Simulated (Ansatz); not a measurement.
Base system: InP in the zinc blende structure (space group F-43m, No. 216; a = 5.907 Å).

It is then changed as follows: every In is replaced by B; the structure is relaxed again.

The values are results of Kohn–Sham DFT with the r2SCAN functional, run in Ansatz (an electronic-structure program) with PAW and 500 eV plane waves, no spin-orbit coupling, not measurements.

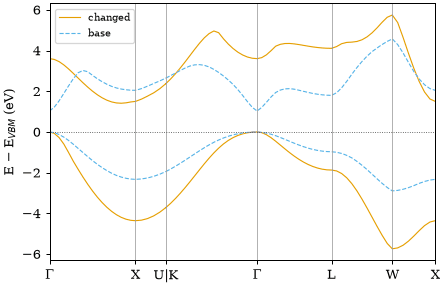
Figure: Highest valence and lowest conduction band along the path, each from its own valence-band maximum

Problem. Read the changed gap and its character from the plot.

Solution. About 1.4 eV, indirect, Γ → Γ–X (83 % along).

No phonon test of stability was made.
